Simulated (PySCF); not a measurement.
# A series of small molecules: silanols SiH(4-n)(OH)(n)

Gas-phase molecules at GFN2-xTB geometries (not checked as minima at the level of the calculation), B3LYP/def2-SVPD with PySCF. The ionisation energy is E(cation) − E(neutral) at fixed geometry, without spin-orbit coupling; where the highest orbital is degenerate, the cation is one component. LUMO energies depend on the basis. GFN2-xTB bonds to atoms past the second row can be off by 0.02 to 0.07 Å and angles by up to several degrees, which can move orbital and ionisation energies by up to 0.5 eV and charges by 0.01 to 0.02 e, so small steps and misses may come from the geometries. Volumes are summed on a coarse grid and good to about 2 %.

```
 molecule  n  Hirshfeld charge of the central atom (e)  HOMO energy (eV)  vertical ionisation energy (eV)  HOMO–LUMO gap (eV)  volume inside the 0.001 a.u. surface (Å³)      SMILES
     SiH4  0                                     0.315             −9.69                            12.53               10.01                                         62      [SiH4]
   SiH3OH  1                                         ?                 ?                                ?                   ?                                          ?     O[SiH3]
SiH2(OH)2  2                                     0.457             −8.67                            11.27                8.47                                         79    O[SiH2]O
 SiH(OH)3  3                                     0.506             −8.70                            11.26                8.55                                         88  O[SiH](O)O
```

The results for SiH3OH are withheld.

Fit a straight line to the Hirshfeld charge of the central atom against n for the given members and predict SiH3OH.

A least-squares line through the three given members is y = 0.318 + 0.065 x, with R² = 0.99 and a scatter of 0.012 e; SiH2(OH)2 lies farthest from it (+0.009 e). At x = 1 it gives 0.383 e. For a new member the 90 % prediction interval is ±0.089 e, wide since three points leave one degree of freedom.

What did the calculation give?

The calculation gives 0.402 e, 0.019 e above the estimate (1.6 times the scatter, 10 % of the range of the series): inside the prediction interval. Its other results: HOMO energy −8.47 eV, vertical ionisation energy 11.21 eV, HOMO–LUMO gap 8.14 eV and volume inside the 0.001 a.u. surface 70 Å³.

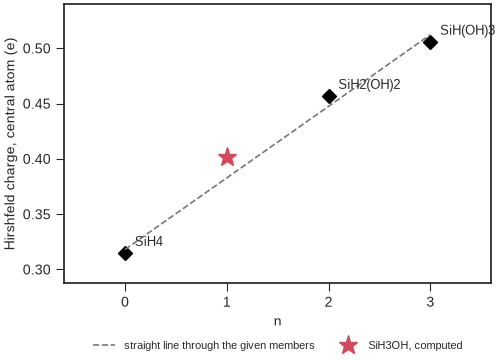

Over the series −ε(HOMO) lies 2.56 to 2.84 eV below the ionisation energy from total-energy differences, since this functional puts filled levels too high (delocalisation error). The pairing was chosen among those with R² above 0.96; series and pairings with weaker trends are left out of this set.

The single runs took from 3.8 s to 2.6 min, on 1 thread of shared hosts (Arm Neoverse V1 and Intel(R) Xeon(R) Platinum 8259CL CPU @ 2.50GHz (Skylake/Cascade Lake)).
